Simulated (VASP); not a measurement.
Band structure of SnO (relaxed from the layer:h-BN structure). Method: r2SCAN meta-GGA, VASP's PBE PAW potentials (set 64) (plane waves; VASP).

The cell holds a wide vacuum, so values per volume refer to the whole cell. Unless said otherwise, spin-orbit coupling is left out, though it shifts the bands of the heavy elements here.

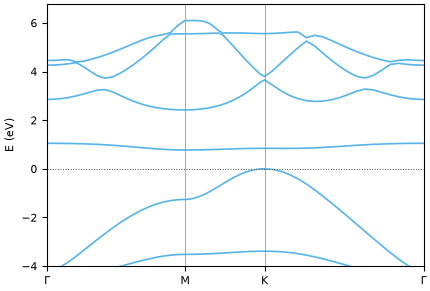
Bands along high-symmetry lines, zero at the valence-band maximum or, without a gap, the Fermi level

Problem. Read the plot: is there a gap, and where are the band edges?

Solution. The gap is indirect, 0.77 eV, from the valence maximum at K to the conduction minimum at M.

The cell is a sheet with vacuum, built from a generated structure.
